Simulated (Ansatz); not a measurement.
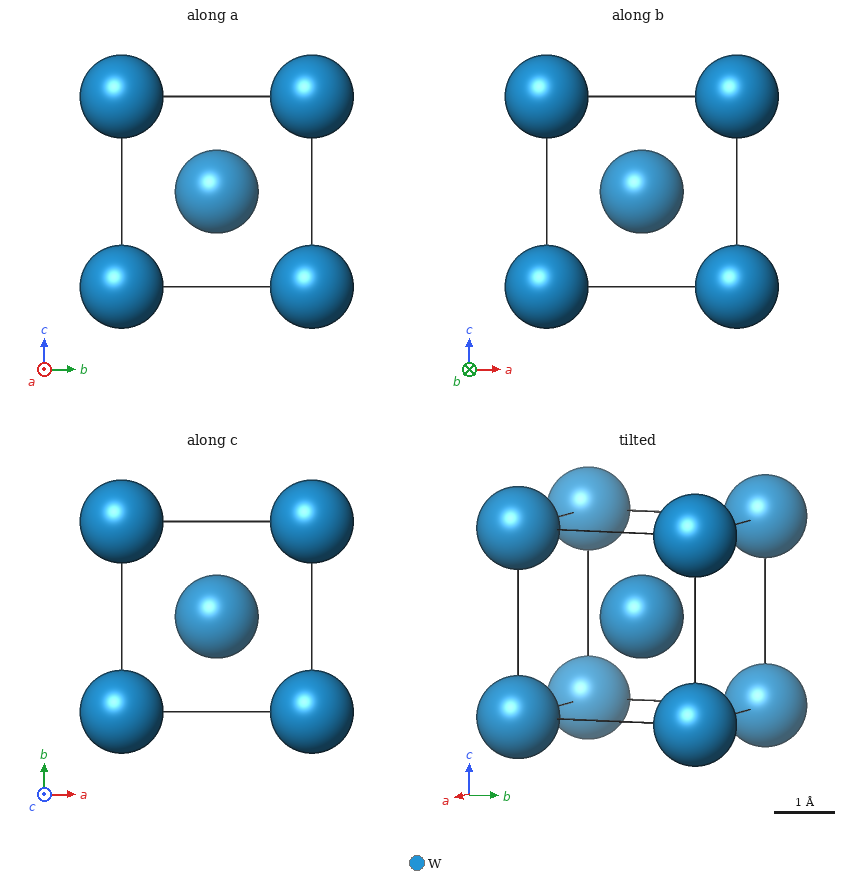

The image is a spheres-only drawing of a crystal, viewed along the a axis, along the b axis, along the c axis and slightly off an axis. The conventional unit cell is outlined; an atom on or near a face, edge or corner is repeated at each equivalent position.

Lattice parameters: a = 3.212 Å, b = 3.212 Å, c = 3.212 Å, α = 90.00°, β = 90.00°, γ = 90.00°. Put a along x and b in the xy plane.

Express the structure as a POSCAR file.

Answer.
```
W
1.0
     3.212    0.000    0.000
     0.000    3.212    0.000
     0.000    0.000    3.212
W
2
Direct
  0.0000 0.0000 0.0000
  0.5000 0.5000 0.5000
```

The initial geometry was the standard structure of this element. Earlier steps of the study may have refined or changed the cell and positions. Ansatz was used for an electronic-structure calculation on it.

At this level of theory the cell isn't at rest (stretched, at -7 GPa), so its distances can differ from those at equilibrium, the more so the softer the solid.
